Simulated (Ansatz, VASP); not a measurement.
# InSb: VASP beside Ansatz, part 2 of 2

Aim: how closely do two programs agree when they are given the same cell, functional and k mesh?

VASP 6.6.1 and Ansatz 0.2.0.

So far: Set-up; VASP: band structure, PBE0.

## (3) Ansatz: band structure, PBE0

Level of this step: Ansatz beside VASP: Kohn-Sham DFT, plane waves, PBE0 (Ansatz).

Ansatz runs on its default PAW (the set named soft_2) files.

The same cell, functional, mesh and smearing now go to Ansatz, which takes its cutoff from its data sets.

input.yaml reads:

```yaml
crystal:
  lattice:
    - [0.0, 3.2391, 3.2391]
    - [3.2391, 0.0, 3.2391]
    - [3.2391, 3.2391, 0.0]
  atoms:
    - { symbol: Sb, position: [0.75, 0.75, 0.75] }
    - { symbol: In, position: [0.0, 0.0, 0.0] }
hamiltonian:
  xc: pbe0
  pseudopotentials: { kind: paw }
kpoints:
  mp_grid: { grid: [4, 4, 4] }
  band_path:
    path:
      - [0.0, 0.0, 0.0]
      - [0.5, 0.0, 0.5]
      - [0.5, 0.22222, 0.72222]
      - [0.40278, 0.34722, 0.75]
      - [0.125, 0.125, 0.25]
      - [0.27778, 0.27778, 0.27778]
      - [0.55556, 0.38889, 0.55556]
      - [0.58333, 0.25, 0.66667]
      - [0.5, 0.30556, 0.69444]
      - [0.48611, 0.48611, 0.52778]
      - [0.625, 0.25, 0.625]
      - [0.5, 0.0, 0.5]
    npoints: 1
scf:
  occupations: { method: gaussian, width: 0.03 }
  n_extra_bands: 7
output:
  forces: true
  stress: true
  eigenvalues: true
```

Started as:

```sh
$ ansatz run input.yaml --threads 4 --pin off --max-ram 9216MiB --backend cpu --events-out ev --progress --plain --runs-dir out
```

Numbers of over 12 decimals in the logs are rounded to 6 here.

The log of the run:

```text
Warning: output.stress: scf.convergence.dr2_threshold = 1e-7 eV (the SCF's general default) is looser than the 2e-10 eV advised for a printed stress (1e-10 eV for each atom of the cell: 2). What an SCF threshold leaves in a stress goes as its square root, and in the free energy as the threshold itself, and one threshold admits the most on a small cell: [figures from the program's tests cut] Set scf.convergence.dr2_threshold to 2e-10 eV or tighter. The threshold is an SCF's pass mark: one that does not reach it within its budget of iterations ends unconverged, or closes short of it on a stop that the run arms, and scf.convergence.dr2_threshold's page says what that costs each kind of run
Warning: output.stress: scf.exx.energy_threshold = 1e-6 eV is looser than the 2e-8 eV advised for a stress under a hybrid functional (1e-8 eV for each atom of the cell: 2). Every SCF of the exchange loop can meet its threshold on dr2 while the loop round them stops early: no threshold on dr2 bounds what that leaves in the stress. Set scf.exx.energy_threshold to 2e-8 eV or tighter. The threshold is the loop's pass mark: a loop that does not reach it within its budget of cycles ends unconverged, and scf.exx.energy_threshold's page has the law
scf.n_extra_bands = 7 over 14 filled bands (N_el = 28.0): the run solves 21 bands
Engine: ansatz 0.2.0, aarch64-unknown-linux-gnu
Pseudopotentials: kind: paw
Pseudopotential: Sb, paw, valence charge 15, recommended cutoff 420 eV (normal), Sb.paw.azcp
Pseudopotential: In, paw, valence charge 13, recommended cutoff 420 eV (normal), In.paw.azcp
Functional definition: PBE0
  parameter a = 0.25
  parameter kappa = 0.804
  parameter beta = 0.066725
  exchange = (1 - a)*pbe_x(kappa = kappa, mu = beta*pi^2/3) + a*exact_x
  correlation = pbe_c(beta = beta)
Crystal: 2 atoms, lattice volume = 67.968 Å³
Basis set: ecut = 420 eV, 1363 PW (Γ), exchange–correlation on 64×64×64 points (8 copies of the dense FFT grid, shifted against one another)
Bands: 21, of which v1, the nominal top of the filled ones, is band 14 counted from 1 (13 counted from 0)
Symmetry: 24 space group operations
Space group: F-43m (ITA 216), of the structure as read, at distance tolerance 4.1e-5 Å
k-points: 8 of 64 (time reversal used)
Non-local potential: Sb, projectors of the file, l = 0: 2, l = 1: 2, l = 2: 2, l = 3: 2
Non-local potential: In, projectors of the file, l = 0: 2, l = 1: 2, l = 2: 2, l = 3: 2
PAW form: soft (Blöchl's): semilocal exchange-correlation on the pseudo side does not see the compensation charge
PAW frozen core: Sb, regenerated for the run's functional, and the local potential with it (the file was generated under x = pbe(κ = 0.804, μ = 0.219515), c = pbe(β = 0.066725))
PAW frozen core: In, regenerated for the run's functional, and the local potential with it (the file was generated under x = pbe(κ = 0.804, μ = 0.219515), c = pbe(β = 0.066725))
PAW one-centre angular grid: Sb, 590 points (default); XC on 64 Gauss nodes
PAW one-centre angular grid: In, 590 points (default); XC on 64 Gauss nodes
Initial density: superposition of atomic densities (neutral atoms: chi_scale 0, normalization atom), corrected by the library's trained network
Initial wavefunctions: pseudopotential atomic-orbital guess
Functional: x = pbe(κ = 0.804, μ = 0.219515), c = pbe(β = 0.066725), warm-up for x = 0.75 pbe(κ = 0.804, μ = 0.219515) + 0.25 exact, c = pbe(β = 0.066725)
SCF iter   1: F=—  HF=-12082.391351 eV  |F-HF|=—  |Δ(HF+E_count)|=         —  Δρ=1.35e-3  dr2=2.06e-3  ethr=1.77e-3  ⟨swp⟩=12.6  Hψ=816  notcnv=0
preconditioner: auto → none  [insulator: Δε(μ)=0.521 eV  Ē_g=16.108 eV  σ=0.030 eV  W_gap=0.67  n_scr=14 (ndim 8)  ℏωp=19.1 eV  f_vac=0.112  D(μ)=1.61/eV (n_scr^D=14)]
iter 2 solved again at ethr=3.46e-7 eV; its pass at ethr=7.36e-6 eV (dr2=9.68e-5 eV) is discarded
SCF iter   2: F=—  HF=-12082.391655 eV  |F-HF|=—  |Δ(HF+E_count)|=   3.03e-4  Δρ=3.13e-4  dr2=9.94e-5  ethr=3.46e-7  ⟨swp⟩=3.4  Hψ=881  notcnv=0  defer=3
SCF iter   3: F=—  HF=-12082.391708 eV  |F-HF|=—  |Δ(HF+E_count)|=   5.39e-5  Δρ=1.47e-4  dr2=1.09e-5  ethr=3.46e-7  ⟨swp⟩=4.8  Hψ=386  notcnv=0  defer=1
SCF iter   4: F=—  HF=-12082.391780 eV  |F-HF|=—  |Δ(HF+E_count)|=   7.10e-5  Δρ=2.34e-5  dr2=3.36e-7  ethr=3.89e-8  ⟨swp⟩=3.4  Hψ=338  notcnv=0  defer=1
SCF iter   5: F=—  HF=-12082.391782 eV  |F-HF|=—  |Δ(HF+E_count)|=   2.48e-6  Δρ=4.85e-6  dr2=1.35e-8  ethr=1.20e-9  ⟨swp⟩=4.2  Hψ=376  notcnv=0  defer=1
SCF iter   6: F=-12082.391782 eV  HF=-12082.391782 eV  |F-HF|=7.88e-10  |Δ(HF+E_count)|=   8.26e-8  Δρ=9.10e-7  dr2=4.48e-10  ethr=4.83e-11  ⟨swp⟩=4.1  Hψ=413  notcnv=0  defer=1
SCF 1 converged in 6 iterations: F = -12082.391782 eV  dr2 = 4.48e-10
  greatest PAW one-centre occupation: 0.995 electrons in one spin orbital (limit 2), on the Sb atom at site 0 (counted from 0), in its partial waves of l = 2
Initial density: handed on by an earlier stage of this run
Initial wavefunctions: those handed on with the density
Functional: x = 0.75 pbe(κ = 0.804, μ = 0.219515) + 0.25 exact, c = pbe(β = 0.066725)
Frozen-core exchange: fock
iter 1 solved again at ethr=3.88e-5 eV; its pass at ethr=1.00e-1 eV (dr2=1.09e-2 eV) is discarded
SCF iter   1: F=—  HF=-12089.233487 eV  |F-HF|=—  |Δ(HF+E_count)|=         —  Δρ=5.38e-3  dr2=1.21e-2  ethr=3.88e-5  ⟨swp⟩=5.5  Hψ=939  notcnv=0
preconditioner: auto → none  [insulator: Δε(μ)=0.357 eV  Ē_g=18.808 eV  σ=0.030 eV  W_gap=1.00  n_scr=14 (ndim 8)  ℏωp=19.1 eV  f_vac=0.109  D(μ)=0.00/eV (n_scr^D=0)]
SCF iter   2: F=—  HF=-12089.231768 eV  |F-HF|=—  |Δ(HF+E_count)|=   1.72e-3  Δρ=2.08e-3  dr2=3.57e-3  ethr=3.47e-5  ⟨swp⟩=2.0  Hψ=303  notcnv=0
[...]
SCF 2 converged in 6 iterations: F = -12089.231706 eV  dr2 = 1.03e-8
  greatest PAW one-centre occupation: 0.996 electrons in one spin orbital (limit 2), on the Sb atom at site 0 (counted from 0), in its partial waves of l = 2
hybrid outer 1: dexx = +2.087e-2 eV, tail = 5.17e-3 eV
Frozen-core exchange: fock
SCF iter   1: F=—  HF=-12089.254200 eV  |F-HF|=—  |Δ(HF+E_count)|=         —  Δρ=8.04e-4  dr2=3.20e-4  ethr=9.23e-5  ⟨swp⟩=3.2  Hψ=346  notcnv=0
preconditioner: auto → none  [insulator: Δε(μ)=1.142 eV  Ē_g=18.806 eV  σ=0.030 eV  W_gap=1.00  n_scr=14 (ndim 8)  ℏωp=19.1 eV  f_vac=0.106  D(μ)=0.00/eV (n_scr^D=0)]
SCF iter   2: F=—  HF=-12089.254232 eV  |F-HF|=—  |Δ(HF+E_count)|=   3.29e-5  Δρ=9.68e-5  dr2=6.35e-5  ethr=9.14e-7  ⟨swp⟩=4.0  Hψ=404  notcnv=0
SCF iter   3: F=-12089.254555 eV  HF=-12089.254561 eV  |F-HF|=5.80e-6  |Δ(HF+E_count)|=   3.29e-4  Δρ=1.48e-4  dr2=1.38e-5  ethr=1.37e-8  ⟨swp⟩=4.9  Hψ=574  notcnv=0  defer=1
SCF 3 stopped early in 3 iterations: F = -12089.254555 eV  dr2 = 1.38e-5
hybrid outer 2: dexx = +3.876e-4 eV, tail = 4.25e-5 eV, Δε = 2.06e-1 eV (about 2.00e-2 eV left of the loop's levels)
Frozen-core exchange: fock
SCF iter   1: F=—  HF=-12089.254454 eV  |F-HF|=—  |Δ(HF+E_count)|=         —  Δρ=3.41e-5  dr2=7.64e-6  ethr=5.60e-7  ⟨swp⟩=5.4  Hψ=383  notcnv=0
preconditioner: auto → none  [insulator: Δε(μ)=1.164 eV  Ē_g=18.810 eV  σ=0.030 eV  W_gap=1.00  n_scr=14 (ndim 8)  ℏωp=19.1 eV  f_vac=0.106  D(μ)=0.00/eV (n_scr^D=0)]
SCF iter   2: F=—  HF=-12089.254453 eV  |F-HF|=—  |Δ(HF+E_count)|=   5.84e-7  Δρ=1.33e-5  dr2=6.15e-6  ethr=6.60e-9  ⟨swp⟩=3.1  Hψ=314  notcnv=0
SCF iter   3: F=—  HF=-12089.254453 eV  |F-HF|=—  |Δ(HF+E_count)|=  7.42e-10  Δρ=5.89e-6  dr2=6.04e-6  ethr=3.45e-10  ⟨swp⟩=3.0  Hψ=344  notcnv=0
SCF iter   4: F=—  HF=-12089.254565 eV  |F-HF|=—  |Δ(HF+E_count)|=   1.12e-4  Δρ=2.26e-5  dr2=7.88e-7  ethr=4.69e-11  ⟨swp⟩=5.2  Hψ=667  notcnv=0  defer=2
SCF iter   5: F=—  HF=-12089.254565 eV  |F-HF|=—  |Δ(HF+E_count)|=   2.68e-7  Δρ=2.40e-6  dr2=5.29e-8  ethr=4.69e-11  ⟨swp⟩=4.9  Hψ=551  notcnv=0
SCF iter   6: F=—  HF=-12089.254565 eV  |F-HF|=—  |Δ(HF+E_count)|=   3.36e-7  Δρ=3.38e-6  dr2=1.74e-8  ethr=8.19e-12  ⟨swp⟩=5.1  Hψ=519  notcnv=0  defer=2
SCF iter   7: F=-12089.254565 eV  HF=-12089.254565 eV  |F-HF|=8.73e-11  |Δ(HF+E_count)|=   5.58e-9  Δρ=3.57e-7  dr2=1.32e-9  ethr=8.19e-12  ⟨swp⟩=4.0  Hψ=341  notcnv=0
SCF 4 converged in 7 iterations: F = -12089.254565 eV  dr2 = 1.32e-9
  Residual-converged pass: ⟨swp⟩=2.8  Hψ=291  notcnv=0  max |occ|·‖R‖ = 2.4e-6 eV (tolerance 2.4e-6 eV)  dr2=1.32e-9  dr2_onsite=3.11e-11  max |Δocc| = 3.7e-172
hybrid outer 3: dexx = +3.896e-7 eV, tail = 5.32e-8 eV, Δε = 2.90e-3 eV (about 1.01e-4 eV left of the loop's levels)
NSCF: frozen V_eff on 12 k-points
hybrid SCF converged: 3 outer / 16 inner (+6 warm-up), last move |dexx| = 3.90e-7 eV, tail = 5.32e-8 eV
Stability not checked: this state was not tested for a lower state beside it, because the functional holds exact exchange (a hybrid, or Hartree-Fock), whose exchange loop this test does not read (fock_operator; see scf.lower_state_search)
Free energy (F): -12089.254565 eV
Frozen-core exchange: fock
Harris-Foulkes:  -12089.254565 eV  (|F-HF|=8.73e-11)
Internal energy: -12089.254565 eV  (E = F + TS)
E sigma→0 (E₀):  -12089.254565 eV
Fermi energy:    7.318117 eV
--- Per-component energies (eV) ---
  E_band       = -324.341020
  E_kinetic    = 451.253568
  E_local      = -3202.648942  (includes V_loc(G=0)·N_el)
  E_nonlocal   = 730.272577
  E_hartree    = 1381.367586
  E_xc         = -271.642458
  E_vxc        = -150.836713  (∫ρ·V_xc dr)
  E_exx        = -84.581866  (= α·E_x^exact, valence–valence)
  E_paw        = -8738.585307  (= ΣΔE_a)
  E_vpaw       = -745.953308  (= ΣTr[D̂ρ^β])
  E_aug_tail   = 0.000025  (compensation charges beyond the density's cutoff)
  E_ewald      = -2355.252583
  E_core_change = 0.562836  (= ΣΔE_core)
  E_smearing   = -0.000000  (= −TS)
  E_closure    = -0.000001  (closes the sum)
  Σ components = -12089.254565   (vs F -12089.254565, Δ=1.82e-12)
--- Forces (eV/Å), atoms counted from 1 ---
  atom   1  Sb     0.00000000    -0.00000000    -0.00000000
  atom   2  In    -0.00000000     0.00000000     0.00000000
  max |Σ_I F_I| component: 1.11e-16 eV/Å
--- Stress (GPa, compression-positive) ---
        1.498269       0.000000      -0.000000
        0.000000       1.498269       0.000000
        0.000000       0.000000       1.498269
  P = ⅓ Tr σ = 1.4983 GPa (14.983 kbar)
--- Band table (eV; the first three rows and the last of 8) ---
  k-point 0: bands = [... 10 lower, -5.1331, 6.7360, 6.7360, 6.7360, 7.8994, 10.9980, 10.9980, 10.9980, ... 3 higher]
  k-point 1: bands = [... 10 lower, -4.5330, 2.8616, 6.0889, 6.0889, 8.8799, 11.7962, 11.7962, 12.9387, ... 3 higher]
  k-point 2: bands = [... 10 lower, -3.5952, 0.5330, 5.6206, 5.6206, 8.5220, 11.8983, 11.8983, 14.2305, ... 3 higher]
  k-point 7: bands = [... 10 lower, -2.8614, 0.3531, 3.5777, 3.7395, 11.7351, 12.0132, 12.4447, 13.0325, ... 3 higher]
```

It took 29 s on 4 threads of Arm Neoverse V1, shared host; peak memory 0.89 GiB.

## (4) Differences

Known differences besides the PAW data sets themselves: exact exchange at q = 0 is treated differently, which shows on coarse meshes; VASP keeps PBE cores, Ansatz makes them for the functional; the data sets hold 28 valence electrons in Ansatz (default PAW (the set named soft_2) files) and 18 in VASP; the cutoff is 420 eV in Ansatz and 350 eV in VASP; VASP takes a coarser grid for exact exchange (PRECFOCK = Fast). Total energies have different zeros and are not compared.

Both answers:

```csv
quantity,Ansatz,VASP,difference
gap over the path points (eV),1.163,1.206,-0.042
```

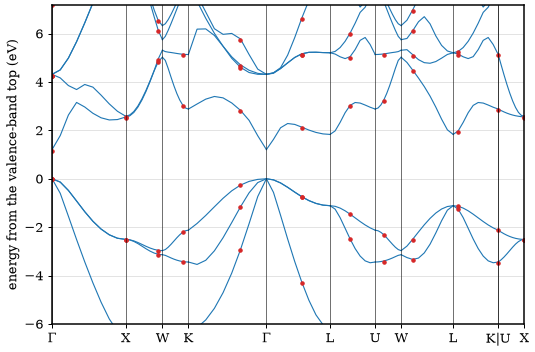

Bands from VASP (lines) and levels from Ansatz (dots). Dots without a line are higher empty bands that the VASP plot leaves out.

Levels at points of the path, from each program's valence-band top (eV; 3 filled, then empty):

```csv
k (reciprocal lattice),Ansatz,VASP
0.000 0.000 0.000,0.00 0.00 0.00 1.16 4.26 4.26,0.00 0.00 0.00 1.21 4.32 4.32
0.500 0.000 0.500,-6.51 -2.51 -2.51 2.49 2.54 9.99,-6.50 -2.51 -2.51 2.55 2.59 10.02
0.500 0.222 0.722,-6.39 -3.14 -2.98 4.81 4.92 6.09,-6.37 -3.12 -2.96 4.84 4.96 6.13
0.403 0.347 0.750,-6.35 -3.44 -2.22 3.00 5.11 7.59,-6.33 -3.42 -2.21 3.05 5.15 7.63
0.125 0.125 0.250,-2.95 -1.18 -0.26 2.80 4.57 4.67,-2.94 -1.17 -0.26 2.83 4.61 4.71
0.278 0.278 0.278,-4.29 -0.74 -0.74 2.08 5.12 5.12,-4.27 -0.74 -0.74 2.13 5.16 5.16
0.556 0.389 0.556,-6.15 -2.51 -1.47 2.99 5.01 5.99,-6.13 -2.49 -1.46 3.03 5.05 6.02
0.583 0.250 0.667,-6.35 -3.42 -2.33 3.21 5.13 7.29,-6.33 -3.40 -2.31 3.26 5.16 7.32
0.500 0.306 0.694,-6.28 -3.35 -2.52 4.46 5.09 6.09,-6.26 -3.33 -2.50 4.49 5.13 6.12
0.486 0.486 0.528,-6.20 -1.26 -1.14 1.93 5.11 5.22,-6.18 -1.25 -1.14 1.98 5.16 5.26
```

Among the levels compared (up to four filled and three empty ones at each point), filled levels agree within 27 meV and empty ones within 58 meV.

## (5) What came out

| Quantity | Value |
| --- | --- |
| difference in gap over the path points (band structure, PBE0) | -0.042 eV |

In words: The difference in gap over the path points is -0.042 eV (band structure, PBE0), within the 0.08 eV picked in this series as the mark of a large difference. Differences of this kind measure data sets and numerical settings, not the functional's error against experiment.

[Lines on the potential files, build, host, timing and source positions are cut from VASP's logs without a mark.]

[Logs are printed without paths, hosts, clocks, repeated set-up lines and the standing remarks that a program may print on its own settings, such as how far it seeks lower states.]

[Hosts, paths, dates, database ids (printed as entryN), source tags and the programs' standing remarks are cut or masked in the printed files.]
